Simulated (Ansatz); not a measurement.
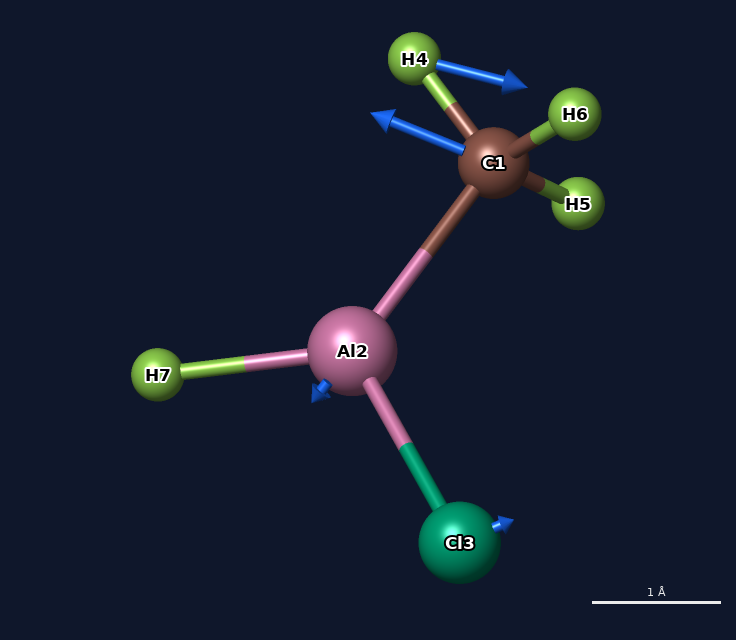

Arrows show the forces on the atoms, 10 Å of arrow for 1 eV/Å; forces under a tenth of the largest aren't drawn. Level of theory: PBE0-D4/def2-TZVP (Ansatz 0.2.0).

**Which bond do the forces act along most?**

C1–H4, now 1.095 Å: the forces pull its atoms together, so a first step downhill shortens it.

List the force components in the frame of the picture (x right, y up, z towards the viewer), in eV/Å.

```
atom     Fx     Fy     Fz
  C1  −0.07   0.03  −0.01
 Al2  −0.01  −0.02  −0.01
 Cl3   0.02   0.01   0.00
  H4   0.07  −0.02   0.01
  H5   0.00   0.00   0.00
  H6   0.00   0.00   0.00
  H7   0.00   0.00   0.00
```
